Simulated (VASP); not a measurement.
# SnAu under strain, part 4 of 4

Aim: follow the pressure of SnAu through compression, expansion and shear. All runs use r2SCAN. Left out of this account: 1 further run (self-consistent run: a reference on another mesh). The start is a cell from a database of measured crystal structures.

VASP 6.6.1; r2SCAN; plane waves and PAW (Sn_d, Au).

Still holding for the runs below: Spin-orbit coupling is off here; with elements this heavy it splits and shifts levels by tenths of an eV or more.

So far, pressure (GPa): step 2 (bands, cell as listed) 2.91; step 3 (cell volume +4.0 %) -0.812; step 4 (cell volume +8.0 %) -3.67; step 5 (bands, sheared, principal strains -2.9, -0.1, +3.1 %) 2.99; step 6 (cell volume -4.0 %) 7.63.

### Step 7. Bands, volume times 0.92

The cell is scaled evenly once more. A prediction first. A parabola through the 4 pressures of evenly scaled cells so far, P = 2.91 -105.0 t +253 t² GPa with t = ln(V/V₁) and V₁ the volume at scale 1, gives 13.43 GPa at t = -0.0834.

File INCAR:

```
SYSTEM = SnAu
PREC = Accurate
ENCUT = 400
EDIFF = 1E-06
NELM = 100
ISMEAR = -1
SIGMA = 0.05
LREAL = .FALSE.
ALGO = Normal
METAGGA = R2SCAN
LASPH = .TRUE.
NBANDS = 39
LORBIT = 11
LWAVE = .FALSE.
LCHARG = .FALSE.
KPAR = 4
```

File POSCAR:

```
SnAu
1.0
    4.2045014957      0.0000000000      0.0000000000
   -2.1022507479      3.6412051056      0.0000000000
    0.0000000000      0.0000000000      5.3716080872
Sn Au
2 2
Direct
    0.3333333333      0.6666666667      0.2500000000
    0.6666666667      0.3333333333      0.7500000000
    0.0000000000      0.0000000000      0.0000000000
    0.0000000000      0.0000000000      0.5000000000
```

File KPOINTS:

```
Automatic mesh
0
Gamma
8 8 6
0 0 0
```

File KPOINTS_OPT:

```
Line mode
16
Line-mode
Reciprocal
  0.00000000   0.00000000   0.00000000 GAMMA
  0.50000000   0.00000000   0.00000000 M

  0.50000000   0.00000000   0.00000000 M
  0.33333333   0.33333333   0.00000000 K

  0.33333333   0.33333333   0.00000000 K
  0.00000000   0.00000000   0.00000000 GAMMA

  0.00000000   0.00000000   0.00000000 GAMMA
  0.00000000   0.00000000   0.50000000 A

  0.00000000   0.00000000   0.50000000 A
  0.50000000   0.00000000   0.50000000 L

  0.50000000   0.00000000   0.50000000 L
  0.33333333   0.33333333   0.50000000 H

  0.33333333   0.33333333   0.50000000 H
  0.00000000   0.00000000   0.50000000 A

  0.50000000   0.00000000   0.50000000 L
  0.50000000   0.00000000   0.00000000 M

  0.33333333   0.33333333   0.00000000 K
  0.33333333   0.33333333   0.50000000 H
```

The projector-augmented-wave data sets are Sn_d and Au (PBE family, release 64).

Started as:

```bash
mpirun -np 4 vasp_std
```

What it wrote:

```text
[... set-up lines as in an earlier step ...]
 entering main loop
       N       E                     dE             d eps       ncg     rms          rms(c)
DAV:   1     0.335127193295E+03    0.33513E+03   -0.20076E+04  3604   0.167E+03
DAV:   2    -0.993716796644E+02   -0.43450E+03   -0.40740E+03  3169   0.508E+02
DAV:   3    -0.161263596781E+03   -0.61892E+02   -0.60771E+02  3457   0.144E+02
DAV:   4    -0.163682216928E+03   -0.24186E+01   -0.24158E+01  3651   0.304E+01
DAV:   5    -0.163755662130E+03   -0.73445E-01   -0.73439E-01  4096   0.550E+00    0.147E+01
DAV:   6    -0.150943822106E+03    0.12812E+02   -0.90791E+00  3501   0.236E+01    0.110E+01
DAV:   7    -0.150859180836E+03    0.84641E-01   -0.43086E-01  3666   0.458E+00    0.614E+00
DAV:   8    -0.150863338992E+03   -0.41582E-02   -0.97579E-02  3753   0.197E+00    0.725E-01
DAV:   9    -0.150854432084E+03    0.89069E-02   -0.24350E-02  3581   0.124E+00    0.131E-01
DAV:  10    -0.150855112573E+03   -0.68049E-03   -0.28572E-03  3577   0.247E-01    0.949E-02
DAV:  11    -0.150855180084E+03   -0.67511E-04   -0.22111E-04  4051   0.123E-01    0.387E-02
DAV:  12    -0.150855163650E+03    0.16434E-04   -0.17947E-05  3814   0.275E-02    0.104E-02
DAV:  13    -0.150855160250E+03    0.33999E-05   -0.48965E-06  3320   0.157E-02    0.136E-03
DAV:  14    -0.150855160154E+03    0.95669E-07   -0.46161E-07  2078   0.406E-03
   1 F= -.15085516E+03 E0= -.15084946E+03  d E =-.113924E-01
 Start KPOINTS_OPT (optional k-point list driver)
k-point batch [1-40\144]
       N       E                     dE             ncg
DAV:   1     0.149032309223E+05   -0.26225E+05     3552
DAV:   2    -0.258949849186E+04   -0.17493E+05     3135
DAV:   3    -0.496769306741E+04   -0.23782E+04     3458
DAV:   4    -0.505765333453E+04   -0.89960E+02     3669
DAV:   5    -0.506059577387E+04   -0.29424E+01     4312
DAV:   6    -0.506066025669E+04   -0.64483E-01     4116
DAV:   7    -0.506066245481E+04   -0.21981E-02     4461
DAV:   8    -0.506066247219E+04   -0.17374E-04     3277
DAV:   9    -0.506066247274E+04   -0.55335E-06     2232
[...]
k-point batch [121-144\144]
       N       E                     dE             ncg
DAV:   1     0.264422517675E+05   -0.24802E+05     2139
DAV:   2     0.159797604489E+05   -0.10462E+05     1872
DAV:   3     0.145435769716E+05   -0.14362E+04     2155
DAV:   4     0.144883587395E+05   -0.55218E+02     2152
DAV:   5     0.144865839830E+05   -0.17748E+01     2652
DAV:   6     0.144865417941E+05   -0.42189E-01     2382
DAV:   7     0.144865400647E+05   -0.17295E-02     2771
DAV:   8     0.144865400525E+05   -0.12178E-04     1884
DAV:   9     0.144865400522E+05   -0.34110E-06     1384
```

Wall time 1.8 min (4 MPI ranks of Intel Xeon 6975P-C (Granite Rapids), shared host); peak memory 0.98 GiB; 7.1 min of CPU time.

Parts of OUTCAR (step 7):

```text
   ENCUT  =  400.0 eV  29.40 Ry    5.42 a.u.   6.86  6.86  8.76*2*pi/ulx,y,z

   NELECT =      50.0000    total number of electrons

 E-fermi :  10.0364

 k-point     1 :       0.0000    0.0000    0.0000
  band No.  band energies     occupation
    ...
     19       4.3642      2.00000
     20       4.3642      2.00000
     21       5.5089      2.00000
     22       5.5089      2.00000
     23       8.9390      2.00000
     24      10.6515      0.00001
     25      10.6515      0.00001
     26      13.0866      0.00000
     27      13.6327      0.00000
     28      13.6328      0.00000
    ...

  Total        6.5227873      6.5227873      7.8487106     -0.0000000      0.0000000      0.0000000
  in kB      127.0807672    127.0807672    152.9131814     -0.0000000      0.0000000      0.0000000
  external PRESSURE =     135.6915720 kB  Pullay stress =       0.0000000 kB

 POSITION                                       TOTAL-FORCE (eV/Angst)
 -----------------------------------------------------------------------------------
     -0.00000      2.42747      1.34290         0.000000      0.000000      0.000000
      2.10225      1.21374      4.02871        -0.000000     -0.000000      0.000000
      0.00000      0.00000      0.00000         0.000000      0.000000      0.000000
      0.00000      0.00000      2.68580         0.000000      0.000000      0.000000
 -----------------------------------------------------------------------------------
    total drift:                               -0.000000      0.000000     -0.000000

  FREE ENERGIE OF THE ION-ELECTRON SYSTEM (eV)
  ---------------------------------------------------
  free  energy   TOTEN  =      -150.8551601545 eV

  energy  without entropy=     -150.8437677972  energy(sigma->0) =     -150.84946398

[... 5 parts as in an earlier step ...]

[... 11 further parts left out ...]
```

Numbers from this step:

```
free energy (TOTEN)     : -150.8552 eV
energy at zero smearing : -150.8495 eV
Fermi energy            : 10.04 eV
pressure                : 13.57 GPa
```

The electronic bands at the labelled points (eV, zero at the Fermi level; # counts the bands kept):

| point | #11 | #12 | #13 | #14 | #15 | #16 | #17 | #18 |
| --- | --- | --- | --- | --- | --- | --- | --- | --- |
| Γ | -4.53 | -1.10 | 0.62 | 0.62 | 3.05 | 3.60 | 3.60 | 3.85 |
| M | -4.51 | -2.73 | -2.56 | -2.51 | -0.94 | 0.81 | 3.85 | 5.15 |
| K | -4.57 | -4.57 | -1.84 | -0.60 | -0.60 | 1.17 | 1.17 | 1.71 |
| Γ | -4.53 | -1.10 | 0.62 | 0.62 | 3.05 | 3.60 | 3.60 | 3.85 |
| A | -5.83 | 0.29 | 0.29 | 2.66 | 2.66 | 2.66 | 2.66 | 5.28 |
| L | -5.33 | -4.63 | -4.63 | 0.29 | 0.29 | 1.92 | 1.92 | 5.21 |
| H | -5.65 | -3.75 | -3.75 | -2.89 | -2.89 | 5.56 | 5.56 | 6.53 |
| A | -5.83 | 0.29 | 0.29 | 2.66 | 2.66 | 2.66 | 2.66 | 5.28 |
| jump to L | -5.33 | -4.63 | -4.63 | 0.29 | 0.29 | 1.92 | 1.92 | 5.21 |
| M | -4.51 | -2.73 | -2.56 | -2.51 | -0.94 | 0.81 | 3.85 | 5.15 |
| jump to K | -4.57 | -4.57 | -1.84 | -0.60 | -0.60 | 1.17 | 1.17 | 1.71 |
| H | -5.65 | -3.75 | -3.75 | -2.89 | -2.89 | 5.56 | 5.56 | 6.53 |

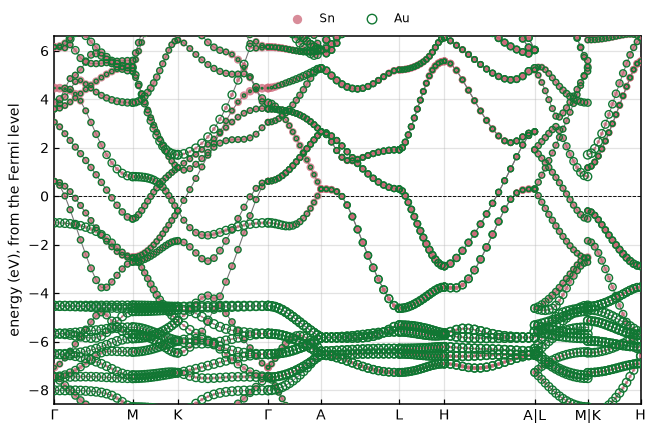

Electronic bands along the path; dots are coloured as in the legend, and their area grows with the weight.

 The pressure is 13.57 GPa. The parabola predicted 13.43 GPa, -0.13 GPa off.

### Step 8. Bands, atoms displaced by up to 0.07 Å

The atoms are moved off their sites at random, as a crude picture of disorder.

INCAR is that of step 7.

File POSCAR:

```
SnAu
1.0
    4.3230000000      0.0000000000      0.0000000000
   -2.1615000000      3.7438278206      0.0000000000
    0.0000000000      0.0000000000      5.5230000000
Sn Au
2 2
Direct
    0.3323440000      0.6612240000      0.2541530000
    0.6740580000      0.3322160000      0.7525020000
   -0.0069260000      0.0075720000     -0.0024650000
   -0.0015810000     -0.0151290000      0.4961550000
```

KPOINTS is that of step 7.

KPOINTS_OPT is that of step 7.

Started as:

```bash
mpirun -np 4 vasp_std
```

What it wrote:

```text
[... set-up lines as in an earlier step ...]
 entering main loop
       N       E                     dE             d eps       ncg     rms          rms(c)
DAV:   1     0.325693836418E+03    0.32569E+03   -0.20166E+04 17528   0.162E+03
DAV:   2    -0.101584289760E+03   -0.42728E+03   -0.39962E+03 15316   0.493E+02
DAV:   3    -0.161753819517E+03   -0.60170E+02   -0.59040E+02 17030   0.141E+02
DAV:   4    -0.164134575773E+03   -0.23808E+01   -0.23776E+01 17806   0.300E+01
DAV:   5    -0.164208087410E+03   -0.73512E-01   -0.73506E-01 20387   0.547E+00    0.122E+01
DAV:   6    -0.151295355217E+03    0.12913E+02   -0.95442E+00 17258   0.237E+01    0.984E+00
DAV:   7    -0.151191673783E+03    0.10368E+00   -0.42650E-01 17850   0.449E+00    0.558E+00
DAV:   8    -0.151202000607E+03   -0.10327E-01   -0.13718E-01 18175   0.226E+00    0.785E-01
DAV:   9    -0.151191231408E+03    0.10769E-01   -0.29963E-02 17321   0.134E+00    0.120E-01
DAV:  10    -0.151191947389E+03   -0.71598E-03   -0.32026E-03 17565   0.256E-01    0.819E-02
DAV:  11    -0.151192056660E+03   -0.10927E-03   -0.20856E-04 19280   0.105E-01    0.349E-02
DAV:  12    -0.151192046782E+03    0.98775E-05   -0.13230E-05 19343   0.222E-02    0.105E-02
DAV:  13    -0.151192043449E+03    0.33332E-05   -0.70517E-06 15799   0.176E-02    0.254E-03
DAV:  14    -0.151192043442E+03    0.69767E-08   -0.42752E-07 10402   0.415E-03
   1 F= -.15119204E+03 E0= -.15118842E+03  d E =-.724829E-02
 Start KPOINTS_OPT (optional k-point list driver)
k-point batch [1-144\144]
       N       E                     dE             ncg
DAV:   1     0.508655415015E+05   -0.97236E+05    12839
DAV:   2    -0.112899441291E+05   -0.62155E+05    11274
DAV:   3    -0.198637415700E+05   -0.85738E+04    12458
DAV:   4    -0.202029793401E+05   -0.33924E+03    12987
DAV:   5    -0.202138611704E+05   -0.10882E+02    15357
DAV:   6    -0.202141550791E+05   -0.29391E+00    14610
DAV:   7    -0.202141658192E+05   -0.10740E-01    16174
DAV:   8    -0.202141659075E+05   -0.88370E-04    11817
DAV:   9    -0.202141659098E+05   -0.22909E-05     8158
DAV:  10    -0.202141659106E+05   -0.74851E-06     8430
```

Elapsed: 5 min, on 4 MPI ranks; peak memory 2.6 GiB; 20 min of CPU time.

Parts of OUTCAR (step 8):

```text
   NELECT =      50.0000    total number of electrons

 E-fermi :   8.6607

 k-point     1 :       0.0000    0.0000    0.0000
  band No.  band energies     occupation
    ...
     19       3.5082      2.00000
     20       3.5204      2.00000
     21       4.4852      2.00000
     22       4.5191      2.00000
     23       7.5557      2.00000
     24       9.4311      0.00000
     25       9.5274      0.00000
     26      11.7666      0.00000
     27      11.9166      0.00000
     28      12.0510      0.00000
    ...

  Total        1.5079812      1.5854236      2.0165948     -0.2387803     -0.0470396      0.0768490
  in kB       27.0290244     28.4171005     36.1454030     -4.2798937     -0.8431376      1.3774404
  external PRESSURE =      30.5305093 kB  Pullay stress =       0.0000000 kB

 POSITION                                       TOTAL-FORCE (eV/Angst)
 -----------------------------------------------------------------------------------
      0.00749      2.47551      1.40369        -0.048156      0.014475     -0.102249
      2.19587      1.24376      4.15607        -0.271926     -0.025924     -0.082921
      4.27669      0.02835      5.50939         0.248959     -0.094396      0.020383
      2.18737      3.68719      2.74026         0.071123      0.105845      0.164786
 -----------------------------------------------------------------------------------
    total drift:                                0.002171     -0.002052     -0.001043

  FREE ENERGIE OF THE ION-ELECTRON SYSTEM (eV)
  ---------------------------------------------------
  free  energy   TOTEN  =      -151.1920434422 eV

  energy  without entropy=     -151.1847951544  energy(sigma->0) =     -151.18841930

[... 5 parts as in an earlier step ...]

[... 12 further parts left out ...]
```

This step gave:

- irreducible k points: 196
- symmetry operations: 1
- free energy (TOTEN): -151.1920 eV
- energy at zero smearing: -151.1884 eV
- Fermi energy: 8.661 eV
- pressure: 3.053 GPa

Electronic bands along the path, in eV, zero at the Fermi level; # counts the bands kept:

```csv
point,#12,#13,#14,#15,#16,#17,#18,#19
Γ,-4.14,-1.11,0.77,0.87,3.11,3.26,3.39,3.42
M,-4.16,-2.30,-2.11,-2.00,-1.15,0.71,3.83,4.96
K,-4.20,-4.17,-1.45,-0.38,-0.28,1.07,1.08,1.55
Γ,-4.14,-1.11,0.77,0.87,3.11,3.26,3.39,3.42
A,-5.20,0.16,0.18,2.54,2.58,2.59,2.63,4.88
L,-4.81,-4.20,-4.17,0.43,0.50,1.73,1.81,4.97
H,-5.08,-3.52,-3.51,-2.50,-2.49,5.21,5.22,6.21
A,-5.20,0.16,0.18,2.54,2.58,2.59,2.63,4.88
jump to L,-4.81,-4.20,-4.17,0.43,0.50,1.73,1.81,4.97
M,-4.16,-2.30,-2.11,-2.00,-1.15,0.71,3.83,4.96
jump to K,-4.20,-4.17,-1.45,-0.38,-0.28,1.07,1.08,1.55
H,-5.08,-3.52,-3.51,-2.50,-2.49,5.21,5.22,6.21
```

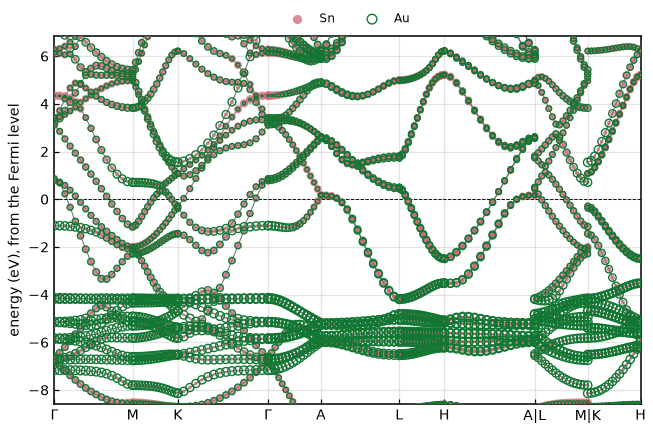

Electronic bands along the path; dots are coloured as in the legend, and their area grows with the weight.

Force by atom:

```
atom  x (eV/Å)  y (eV/Å)  z (eV/Å)   size
 Sn1    -0.048     0.014    -0.102  0.114
 Sn2    -0.272    -0.026    -0.083  0.285
 Au3     0.249    -0.094     0.020  0.267
 Au4     0.071     0.106     0.165  0.208
```

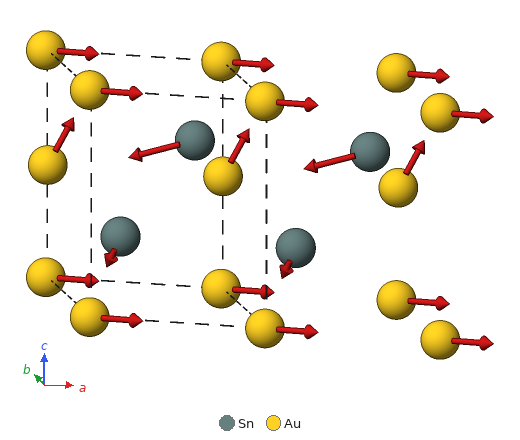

Force as arrows, the longest 0.285 eV/Å. 2×1×1 cells are drawn. Some periodic images of atoms are drawn too.

 The pressure is 3.05 GPa, and the symmetry operations fall from 24 to 1.

### Step 9. Side by side

| cell | mesh | pressure (GPa) | gap (eV) |
| --- | --- | --- | --- |
| cell as listed | 8×8×6 | 2.91 | none |
| volume times 1.04 | 8×8×6 | -0.81 | none |
| volume times 1.08 | 8×8×6 | -3.67 | none |
| sheared, principal strains -2.9, -0.1, +3.1 % | 8×8×6 | 2.99 | none |
| volume times 0.96 | 8×8×6 | 7.63 | none |
| volume times 0.92 | 8×8×6 | 13.57 | none |
| atoms displaced by up to 0.07 Å | 8×8×6 | 3.05 | none |

### Step 10. What came out

| Item | Value |
| --- | --- |
| pressure, cell as listed | 2.91 GPa |
| pressure, volume times 1.04 | -0.812 GPa |
| pressure, volume times 1.08 | -3.67 GPa |
| pressure, sheared, principal strains -2.9, -0.1, +3.1 % | 2.99 GPa |
| pressure, volume times 0.96 | 7.63 GPa |
| pressure, volume times 0.92 | 13.6 GPa |
| pressure, atoms displaced by up to 0.07 Å | 3.05 GPa |
| bulk modulus at the listed volume, shape and positions held | 106 GPa |

In words: The slope of pressure against ln V at the listed volume gives a bulk modulus of 106 GPa at fixed shape and positions. Spin-orbit coupling is left out, and with elements this heavy it would split and shift bands near the Fermi level.

[Lines on the potential files, build, host, timing and source positions are cut from VASP's logs without a mark.]

[Logs are printed without paths, hosts, clocks, repeated set-up lines and the standing remarks that a program may print on its own settings, such as how far it seeks lower states.]

[Hosts, paths, dates, database ids (printed as entryN), source tags and the programs' standing remarks are cut or masked in the printed files.]

[A measured line is paired with the nearest computed mode of its activity, which favours agreement.]

[Band numbers marked # count the bands kept; VASP's own numbers are higher by 10 or 11.]
